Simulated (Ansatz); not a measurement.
**H₃NSSi with the probe H2: a probe moved round a molecule**

How does the energy of H₃NSSi (SMILES N=[SiH]S) with the probe H2 change over two coordinates at once? A grid of runs gives the map.

Method: RKS PBE0-D4/def2-SVPD; program: Ansatz 0.2.0.

### Step 1. Starting geometry

6 atoms, charge 0, spin multiplicity 1.

Atoms are counted from 1 here; the program's logs count them from 0.

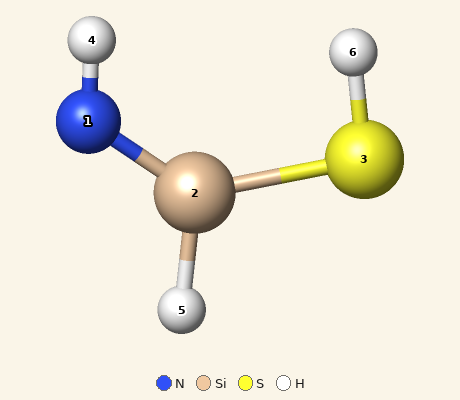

Start geometry, drawn with nitrogen blue, silicon light orange, sulfur yellow, hydrogen white; atoms are numbered from 1 in the order of the file.

As a file:

```xyz
6
charge 0, multiplicity 1
N    -1.34759   -0.40459   -0.72625
Si   -0.13619    0.55889   -0.25060
S     1.63552    0.28746    0.93787
H    -1.40666   -1.39333   -0.46302
H    -0.14183    1.98522   -0.67739
H     1.39674   -1.03364    1.17938
```

This geometry comes from a loose relaxation at PBE in a small basis, which is not shown.

### Step 2. Geometry optimisation

File input.yaml:

```yaml
crystal:
  periodic: [false, false, false]
  atoms:
    - { symbol: "N", position_ang: [-1.347585, -0.404586, -0.726247] }
    - { symbol: Si, position_ang: [-0.136194, 0.558893, -0.2506] }
    - { symbol: S, position_ang: [1.635518, 0.287456, 0.937874] }
    - { symbol: H, position_ang: [-1.406658, -1.393335, -0.463018] }
    - { symbol: H, position_ang: [-0.141826, 1.985217, -0.677389] }
    - { symbol: H, position_ang: [1.396745, -1.033645, 1.179381] }
basis:
  gaussian: { orbitals: def2-SVPD }
hamiltonian:
  xc: pbe0
  dispersion: d4
output:
  forces: true
relax:
  f_tol: 0.003
  max_steps: 120
```

On the command line:

```sh
ansatz run input.yaml --threads 1 --pin off --max-ram 2560MiB --backend cpu --events-out ev --progress --plain --runs-dir out
```

What it wrote, cut to the lines that bear on the results:

```text
Warning: RAYON_NUM_THREADS=1 ignored (pool sized by the plan → 1); use --threads N
[...]
Functional definition: PBE0
[...]
962 factors; integrals over basis functions are off by at most 4.7e-4 eV
[...]
mean field -20236.12371808 eV, -743.6638301021 hartree, gradient 9.2e-6 eV, S^2 0.000000; 0 other end points of the search recorded, 0 dependent functions left out
[...]
reference -20236.12375602 eV, -743.6638314964 hartree; 20, 20 occupied and 75, 75 virtual orbitals, 962 factors
relax step   1: F+E_penalty+E_count = -20236.23118414 eV  Δ(F+E_penalty+E_count) = +0.000e0 eV  max|allowed force component| = 6.036e-1 eV/Å  Δτ_max = 0.0000 Å  (26 SCF iters, accepted)
[...]
relax step   6: F+E_penalty+E_count = -20236.25009040 eV  Δ(F+E_penalty+E_count) = -4.033e-4 eV  max|allowed force component| = 3.595e-2 eV/Å  Δτ_max = 0.0246 Å  (25 SCF iters, accepted)
[...]
relax step   7: F+E_penalty+E_count = -20236.25014099 eV  Δ(F+E_penalty+E_count) = -5.058e-5 eV  max|allowed force component| = 2.069e-3 eV/Å  Δτ_max = 0.0044 Å  (23 SCF iters, accepted)
962 factors; integrals over basis functions are off by at most 4.5e-4 eV
[...]
mean field -20236.14180799 eV, -743.6644948940 hartree, gradient 1.2e-5 eV, S^2 0.000000; 1 other end points of the search recorded, 0 dependent functions left out
[...]
reference -20236.14184577 eV, -743.6644962825 hartree; 20, 20 occupied and 75, 75 virtual orbitals, 962 factors
Total energy: -20236.25017877 eV, -743.6684774468 hartree
Atom 0 at    -1.319763    -0.408211    -0.704119 Å, force     0.000601     0.001695    -0.000040 eV/Å
Atom 1 at    -0.134794     0.562353    -0.251219 Å, force    -0.000437     0.001512    -0.000958 eV/Å
Atom 2 at     1.616754     0.283352     0.926741 Å, force     0.000313     0.000014     0.000371 eV/Å
Atom 3 at    -1.401862    -1.389669    -0.464168 Å, force     0.000121    -0.002069     0.000731 eV/Å
Atom 4 at    -0.138836     1.978721    -0.674207 Å, force     0.000124    -0.001005     0.000409 eV/Å
Atom 5 at     1.378502    -1.026545     1.166973 Å, force    -0.000723    -0.000148    -0.000513 eV/Å
Dipole moment:     0.347946    -0.060854     0.235686 e Å
```

Wall time 21 s (1 thread of Arm Neoverse V2, shared host); peak memory 0.18 GiB.

The steps of the relaxation:

```tsv
step	energy from step 1 (eV)	largest force component (eV/Å)
1	0.0000	0.6036
2	-0.0147	0.3409
3	-0.0165	0.0886
4	-0.0178	0.0650
5	-0.0185	0.1334
6	-0.0189	0.0360
7	-0.0190	0.0021
```

Close pairs (by a distance rule), those that changed most:

```tsv
bond	before (Å)	after (Å)	change (Å)
N1–Si2	1.619	1.597	-0.022
Si2–S3	2.151	2.129	-0.021
N1–H4	1.025	1.014	-0.011
S3–H6	1.364	1.353	-0.011
Si2–H5	1.489	1.478	-0.011
```

### Step 3. Reference run: H2, relaxed

File input.yaml:

```yaml
crystal:
  periodic: [false, false, false]
  atoms:
    - { symbol: H, position_ang: [0.0, 0.0, -0.02378] }
    - { symbol: H, position_ang: [0.0, 0.0, 0.74378] }
basis:
  gaussian: { orbitals: def2-SVPD }
hamiltonian:
  xc: pbe0
  dispersion: d4
output:
  forces: true
relax:
  f_tol: 0.003
  max_steps: 120
```

On the command line:

```sh
ansatz run input.yaml --threads 1 --pin off --max-ram 2560MiB --backend cpu --events-out ev --progress --plain --runs-dir out
```

What it wrote, cut to the lines that bear on the results:

```text
Warning: RAYON_NUM_THREADS=1 ignored (pool sized by the plan → 1); use --threads N
[...]
[... 1 set-up line as earlier in the session ...]
[...]
128 factors; their error is unknown
[...]
mean field -31.66711906 eV, -1.1637451608 hartree, gradient 3.2e-5 eV, S^2 0.000000; 0 other end points of the search recorded, 0 dependent functions left out
[...]
reference -31.66712991 eV, -1.1637455595 hartree; 1, 1 occupied and 15, 15 virtual orbitals, 128 factors
relax step   1: F+E_penalty+E_count = -31.66873680 eV  Δ(F+E_penalty+E_count) = +0.000e0 eV  max|allowed force component| = 2.490e-1 eV/Å  Δτ_max = 0.0000 Å  (16 SCF iters, accepted)
[...]
relax step   2: F+E_penalty+E_count = -31.66963286 eV  Δ(F+E_penalty+E_count) = -8.961e-4 eV  max|allowed force component| = 1.326e-2 eV/Å  Δτ_max = 0.0038 Å  (16 SCF iters, accepted)
[...]
relax step   3: F+E_penalty+E_count = -31.66963533 eV  Δ(F+E_penalty+E_count) = -2.469e-6 eV  max|allowed force component| = 2.594e-5 eV/Å  Δτ_max = 0.0002 Å  (11 SCF iters, accepted)
128 factors; their error is unknown
[...]
mean field -31.66802246 eV, -1.1637783600 hartree, gradient 1.6e-5 eV, S^2 0.000000; 1 other end points of the search recorded, 0 dependent functions left out
[...]
reference -31.66803327 eV, -1.1637787575 hartree; 1, 1 occupied and 15, 15 virtual orbitals, 128 factors
Total energy: -31.66964615 eV, -1.1638380294 hartree
Atom 0 at     0.000000    -0.000000    -0.020199 Å, force    -0.000000    -0.000000     0.000026 eV/Å
Atom 1 at    -0.000000     0.000000     0.740199 Å, force    -0.000000    -0.000000    -0.000026 eV/Å
Dipole moment:    -0.000000     0.000000     0.000000 e Å
```

Wall time 0.21 s (1 thread of Arm Neoverse V2, shared host); peak memory 0.065 GiB.

Relaxation path:

```tsv
step	energy from step 1 (eV)	largest force component (eV/Å)
1	0.0000	0.2490
2	-0.0009	0.0133
3	-0.0009	0.0000
```

The bond:

```tsv
bond	before (Å)	after (Å)	change (Å)
H1–H2	0.768	0.760	-0.007
```

### Step 4. The grid

The probe is moved over a plane parallel to the molecule's main plane, 1.70 Å above it (x and y are the axes of that plane, centred on the molecule).

First coordinate, x of the probe's H atom: 13 values from −3.24 Å. Second coordinate, y of the probe's H atom: 13 values from −3.24 Å.

Nothing else is relaxed (molecule and probe rigid, the probe upright with H nearest the plane). Energies count from molecule and probe far apart, each relaxed in its own basis (no counterpoise correction). Points are written as (first, second).

The probe H2 moves over a plane: parallel to the molecule's main plane, 1.70 Å above it. The molecule is turned into the frame of its main axes, as the inputs below show.

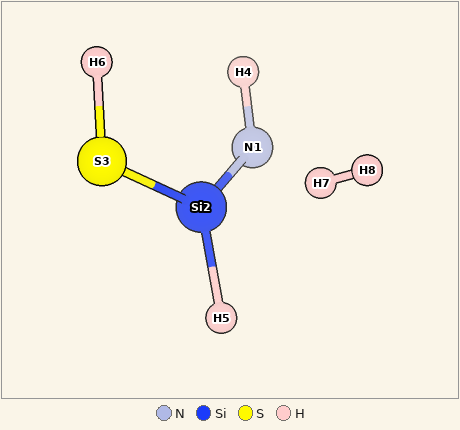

The geometry at (0.54 Å, −0.54 Å).

Of the runs on the grid, 3 are shown in the steps below; the others differ only in the two coordinates.

### Step 5. Point (3.24 Å, −1.08 Å)

File input.yaml:

```yaml
crystal:
  periodic: [false, false, false]
  atoms:
    - { symbol: "N", position_ang: [1.611948, 0.280078, 0.0] }
    - { symbol: Si, position_ang: [0.204496, -0.475134, 0.0] }
    - { symbol: S, position_ang: [-1.816444, 0.195056, 0.0] }
    - { symbol: H, position_ang: [1.741167, 1.285503, 3.3e-05] }
    - { symbol: H, position_ang: [0.160108, -1.952653, -0.00013] }
    - { symbol: H, position_ang: [-1.495014, 1.509205, 0.000407] }
    - { symbol: H, position_ang: [3.24, -1.08, 1.7] }
    - { symbol: H, position_ang: [3.24, -1.08, 2.460398] }
basis:
  gaussian: { orbitals: def2-SVPD }
hamiltonian:
  xc: pbe0
  dispersion: d4
output:
  forces: true
```

On the command line:

```sh
ansatz run input.yaml --threads 1 --pin off --max-ram 2560MiB --backend cpu --events-out ev --progress --plain --runs-dir out
```

What it wrote, cut to the lines that bear on the results:

```text
Warning: RAYON_NUM_THREADS=1 ignored (pool sized by the plan → 1); use --threads N
[...]
[... 1 set-up line as earlier in the session ...]
[...]
1066 factors; integrals over basis functions are off by at most 1.4e-3 eV
[...]
mean field -20267.82750342 eV, -744.8289227237 hartree, gradient 1.2e-5 eV, S^2 0.000000; 0 other end points of the search recorded, 0 dependent functions left out
[...]
reference -20267.82754417 eV, -744.8289242214 hartree; 21, 21 occupied and 90, 90 virtual orbitals, 1066 factors
Total energy: -20267.95503142 eV, -744.8336092914 hartree
Atom 0 at     1.611948     0.280078     0.000000 Å, force     0.003690     0.007107    -0.040727 eV/Å
Atom 1 at     0.204496    -0.475134     0.000000 Å, force    -0.038142    -0.004036    -0.007490 eV/Å
Atom 2 at    -1.816444     0.195056     0.000000 Å, force     0.012278    -0.001496     0.002089 eV/Å
Atom 3 at     1.741167     1.285503     0.000033 Å, force    -0.000147     0.004369     0.001920 eV/Å
Atom 4 at     0.160108    -1.952653    -0.000130 Å, force     0.004862     0.001138     0.003173 eV/Å
Atom 5 at    -1.495014     1.509205     0.000407 Å, force     0.001194     0.000441    -0.000491 eV/Å
Atom 6 at     3.240000    -1.080000     1.700000 Å, force    -0.037005     0.050301    -0.016138 eV/Å
Atom 7 at     3.240000    -1.080000     2.460398 Å, force     0.053270    -0.057824     0.057665 eV/Å
Dipole moment:    -0.423758     0.153832    -0.025905 e Å
```

Run time: 3.2 s. Hardware: 1 thread of Arm Neoverse V2, shared host; peak memory 0.2 GiB.

Energy on the map's scale: −0.8 kcal/mol.

### Step 6. Point (0.54 Å, −0.54 Å)

Edit input.yaml of step 5 so:

```diff
@@ -9,4 +9,4 @@
     - { symbol: H, position_ang: [-1.495014, 1.509205, 0.000407] }
-    - { symbol: H, position_ang: [3.24, -1.08, 1.7] }
-    - { symbol: H, position_ang: [3.24, -1.08, 2.460398] }
+    - { symbol: H, position_ang: [0.54, -0.54, 1.7] }
+    - { symbol: H, position_ang: [0.54, -0.54, 2.460398] }
 basis:
```

On the command line:

```sh
ansatz run input.yaml --threads 1 --pin off --max-ram 2560MiB --backend cpu --events-out ev --progress --plain --runs-dir out
```

What it wrote, cut to the lines that bear on the results:

```text
Warning: RAYON_NUM_THREADS=1 ignored (pool sized by the plan → 1); use --threads N
[...]
[... 1 set-up line as earlier in the session ...]
[...]
1066 factors; integrals over basis functions are off by at most 1.2e-3 eV
[...]
mean field -20267.14633790 eV, -744.8038903526 hartree, gradient 1.1e-5 eV, S^2 0.000000; 0 other end points of the search recorded, 0 dependent functions left out
[...]
reference -20267.14637892 eV, -744.8038918601 hartree; 21, 21 occupied and 90, 90 virtual orbitals, 1066 factors
Total energy: -20267.28372556 eV, -744.8089392561 hartree
Atom 0 at     1.611948     0.280078     0.000000 Å, force     0.186135     0.199870    -0.686529 eV/Å
Atom 1 at     0.204496    -0.475134     0.000000 Å, force    -0.191980     0.107501    -1.269256 eV/Å
Atom 2 at    -1.816444     0.195056     0.000000 Å, force    -0.063486    -0.001753    -0.084654 eV/Å
Atom 3 at     1.741167     1.285503     0.000033 Å, force     0.006787    -0.029411    -0.025247 eV/Å
Atom 4 at     0.160108    -1.952653    -0.000130 Å, force    -0.040015    -0.030043    -0.111028 eV/Å
Atom 5 at    -1.495014     1.509205     0.000407 Å, force     0.015835    -0.017932     0.004634 eV/Å
Atom 6 at     0.540000    -0.540000     1.700000 Å, force     0.422892     0.033887     1.444288 eV/Å
Atom 7 at     0.540000    -0.540000     2.460398 Å, force    -0.336167    -0.262119     0.727791 eV/Å
Dipole moment:    -0.370568     0.122217     0.146412 e Å
```

It took 3.6 s on 1 thread of Arm Neoverse V2, shared host; peak memory 0.21 GiB.

That is 14.7 kcal/mol from the zero.

### Step 7. Point (−0.54 Å, 1.08 Å)

Edit input.yaml of step 6 so:

```diff
@@ -9,4 +9,4 @@
     - { symbol: H, position_ang: [-1.495014, 1.509205, 0.000407] }
-    - { symbol: H, position_ang: [0.54, -0.54, 1.7] }
-    - { symbol: H, position_ang: [0.54, -0.54, 2.460398] }
+    - { symbol: H, position_ang: [-0.54, 1.08, 1.7] }
+    - { symbol: H, position_ang: [-0.54, 1.08, 2.460398] }
 basis:
```

On the command line:

```sh
ansatz run input.yaml --threads 1 --pin off --max-ram 2560MiB --backend cpu --events-out ev --progress --plain --runs-dir out
```

What it wrote, cut to the lines that bear on the results:

```text
Warning: RAYON_NUM_THREADS=1 ignored (pool sized by the plan → 1); use --threads N
[...]
[... 1 set-up line as earlier in the session ...]
[...]
1066 factors; integrals over basis functions are off by at most 1.4e-3 eV
[...]
mean field -20267.43935165 eV, -744.8146584094 hartree, gradient 1.5e-5 eV, S^2 0.000000; 0 other end points of the search recorded, 0 dependent functions left out
[...]
reference -20267.43939160 eV, -744.8146598773 hartree; 21, 21 occupied and 90, 90 virtual orbitals, 1066 factors
Total energy: -20267.58466549 eV, -744.8199985943 hartree
Atom 0 at     1.611948     0.280078     0.000000 Å, force    -0.038922    -0.025163    -0.037036 eV/Å
Atom 1 at     0.204496    -0.475134     0.000000 Å, force     0.096769    -0.151555    -0.252678 eV/Å
Atom 2 at    -1.816444     0.195056     0.000000 Å, force    -0.321975    -0.225047    -0.663189 eV/Å
Atom 3 at     1.741167     1.285503     0.000033 Å, force     0.000647    -0.001687     0.011075 eV/Å
Atom 4 at     0.160108    -1.952653    -0.000130 Å, force    -0.008694     0.006187     0.018510 eV/Å
Atom 5 at    -1.495014     1.509205     0.000407 Å, force    -0.062194    -0.046719    -0.090091 eV/Å
Atom 6 at    -0.540000     1.080000     1.700000 Å, force     0.157406     0.230697     0.737778 eV/Å
Atom 7 at    -0.540000     1.080000     2.460398 Å, force     0.176963     0.213286     0.275632 eV/Å
Dipole moment:    -0.402349     0.126548     0.025536 e Å
```

Wall time 3.7 s (1 thread of Arm Neoverse V2, shared host); peak memory 0.21 GiB.

On the map this point reads 7.7 kcal/mol.

### Step 8. The map

169 points were computed. Energies in kcal/mol, from molecule and probe far apart, each relaxed in its own basis (no counterpoise correction):

```
y of the probe's H atom (Å) ↓, x of the probe's H atom (Å) →  −3.24  −2.70  −2.16  −1.62  −1.08  −0.54  0.00  0.54  1.08  1.62  2.16  2.70  3.24
                                                        3.24   −0.4   −0.4   −0.4   −0.4   −0.5   −0.6  −0.6  −0.6  −0.5  −0.4  −0.4  −0.3  −0.3
                                                        2.70   −0.4   −0.2    0.1    0.3    0.1   −0.4  −0.6  −0.6  −0.4  −0.2  −0.2  −0.3  −0.4
                                                        2.16   −0.1    0.8    2.1    2.6    1.9    0.6  −0.1  −0.1   0.5   0.8   0.5   0.0  −0.4
                                                        1.62    0.9    3.4    6.5    7.8    6.0    3.1   1.6   1.8   2.9   3.4   2.4   0.7  −0.3
                                                        1.08    2.6    7.7   13.6   15.9   12.7    7.7   5.2   5.8   7.4   7.3   4.7   1.6  −0.2
                                                        0.54    4.5   12.2   21.2   24.7   20.0   13.3  10.4  11.2  12.7  11.0   6.3   2.0  −0.2
                                                        0.00    5.1   13.6   23.4   27.3   22.4   16.1  14.5  15.0  15.1  12.0   6.2   1.7  −0.4
                                                       −0.54    3.6    9.7   16.9   20.1   17.4   14.1  14.5  14.7  12.7   9.1   4.2   0.8  −0.6
                                                       −1.08    1.4    4.3    7.7    9.6    9.4    9.2  10.3  10.3   8.0   4.8   1.7  −0.2  −0.8
                                                       −1.62    0.0    0.8    1.9    2.9    3.8    5.1   6.5   6.3   4.2   1.7   0.0  −0.7  −0.8
                                                       −2.16   −0.5   −0.4   −0.2    0.2    1.1    2.6   3.8   3.5   1.9   0.3  −0.6  −0.8  −0.7
                                                       −2.70   −0.5   −0.6   −0.6   −0.5   −0.1    0.7   1.4   1.2   0.4  −0.3  −0.7  −0.6  −0.5
                                                       −3.24   −0.4   −0.5   −0.6   −0.6   −0.5   −0.2   0.0  −0.1  −0.3  −0.5  −0.6  −0.5  −0.3
```

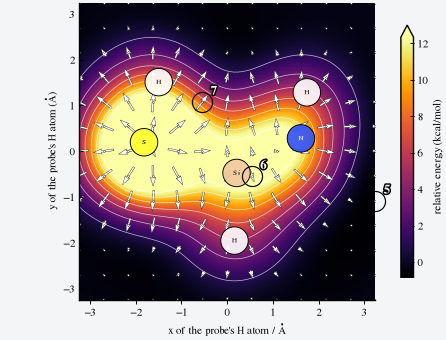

The map; numbers mark the steps of this session that print a point's run. Drawn: a smooth colour map, dots at the grid points, arrows along the force (downhill), longer where it is stronger, labelled circles for the molecule's atoms, projected on the plane, one colour for all values above the top of the scale. Between grid points the surface is interpolated.

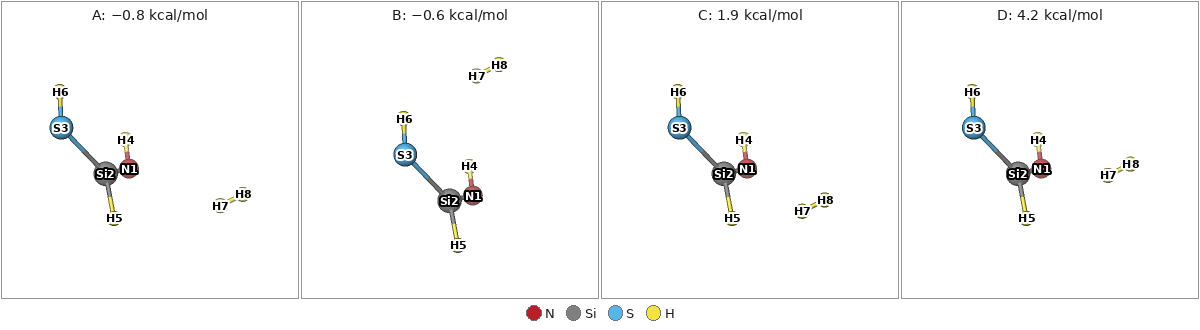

Structures on the grid, at one scale: A at (3.24 Å, −1.08 Å); B at (0.00 Å, 2.70 Å); C at (1.08 Å, −2.16 Å); D at (2.16 Å, −0.54 Å).

On the same grid, dipole moment (D):

| y of the probe's H atom (Å) ↓, x of the probe's H atom (Å) → | −3.24 | −2.70 | −2.16 | −1.62 | −1.08 | −0.54 | 0.00 | 0.54 | 1.08 | 1.62 | 2.16 | 2.70 | 3.24 |
| --- | --- | --- | --- | --- | --- | --- | --- | --- | --- | --- | --- | --- | --- |
| 3.24 | 2.07 | 2.07 | 2.07 | 2.06 | 2.05 | 2.04 | 2.03 | 2.02 | 2.02 | 2.02 | 2.02 | 2.02 | 2.02 |
| 2.70 | 2.06 | 2.07 | 2.07 | 2.06 | 2.05 | 2.03 | 2.02 | 2.01 | 2.01 | 2.02 | 2.02 | 2.02 | 2.02 |
| 2.16 | 2.05 | 2.05 | 2.04 | 2.04 | 2.04 | 2.03 | 2.01 | 2.00 | 2.00 | 2.02 | 2.02 | 2.03 | 2.03 |
| 1.62 | 2.03 | 2.01 | 1.99 | 2.00 | 2.02 | 2.02 | 2.00 | 1.98 | 2.00 | 2.05 | 2.07 | 2.07 | 2.07 |
| 1.08 | 2.00 | 1.96 | 1.93 | 1.96 | 2.01 | 2.03 | 1.99 | 1.96 | 2.05 | 2.15 | 2.17 | 2.16 | 2.13 |
| 0.54 | 1.96 | 1.90 | 1.90 | 1.95 | 2.00 | 2.06 | 2.02 | 1.94 | 2.13 | 2.33 | 2.33 | 2.26 | 2.20 |
| 0.00 | 1.95 | 1.90 | 1.93 | 1.99 | 2.04 | 2.14 | 2.11 | 1.95 | 2.12 | 2.41 | 2.42 | 2.33 | 2.24 |
| −0.54 | 1.99 | 1.96 | 1.98 | 2.02 | 2.08 | 2.20 | 2.19 | 2.00 | 2.01 | 2.25 | 2.34 | 2.29 | 2.22 |
| −1.08 | 2.03 | 2.03 | 2.04 | 2.05 | 2.09 | 2.15 | 2.12 | 2.00 | 1.96 | 2.06 | 2.17 | 2.19 | 2.17 |
| −1.62 | 2.05 | 2.06 | 2.07 | 2.07 | 2.06 | 2.05 | 2.02 | 1.98 | 1.97 | 2.00 | 2.07 | 2.10 | 2.11 |
| −2.16 | 2.06 | 2.07 | 2.07 | 2.06 | 2.04 | 2.02 | 2.02 | 2.01 | 2.00 | 2.00 | 2.03 | 2.06 | 2.08 |
| −2.70 | 2.06 | 2.06 | 2.06 | 2.05 | 2.04 | 2.02 | 2.02 | 2.02 | 2.01 | 2.01 | 2.02 | 2.04 | 2.05 |
| −3.24 | 2.05 | 2.05 | 2.05 | 2.04 | 2.03 | 2.03 | 2.02 | 2.02 | 2.01 | 2.01 | 2.02 | 2.03 | 2.04 |

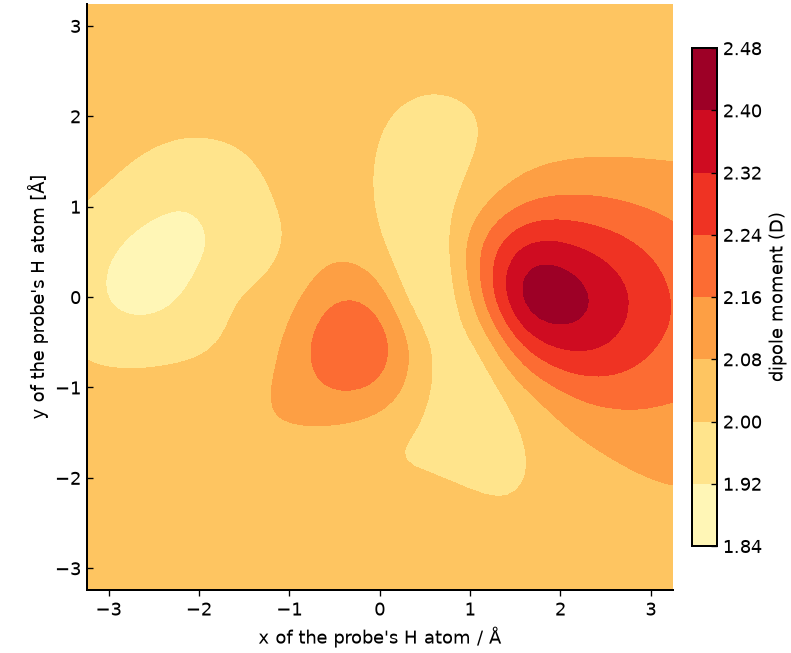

The dipole moment over the grid. Drawn: filled contours.

### Step 9. What came out

```
               quantity                                                                            value
           lowest point                                                 (3.24 Å, −1.08 Å), −0.8 kcal/mol
 highest computed point                                (−1.62 Å, 0.00 Å), 28.1 kcal/mol above the lowest
      dipole moment (D)  1.90 at (−2.16 Å, 0.54 Å) to 2.42 at (2.16 Å, 0.00 Å); 2.17 at the lowest point
time for the whole task                                                  11 min on 1 thread, shared host
```

In words: The lowest computed point is at (3.24 Å, −1.08 Å), −0.8 kcal/mol from molecule and probe far apart, each relaxed in its own basis (no counterpoise correction). It lies at the edge of the scanned range, so the true minimum may lie outside. The grid is coarse, so the lowest point of the scanned range may lie between grid points; coordinates that were held can hide deeper minima. The highest computed point, (−1.62 Å, 0.00 Å), lies 28.1 kcal/mol above the lowest. No counterpoise correction was made, so wells between separate parts tend to come out somewhat too deep.
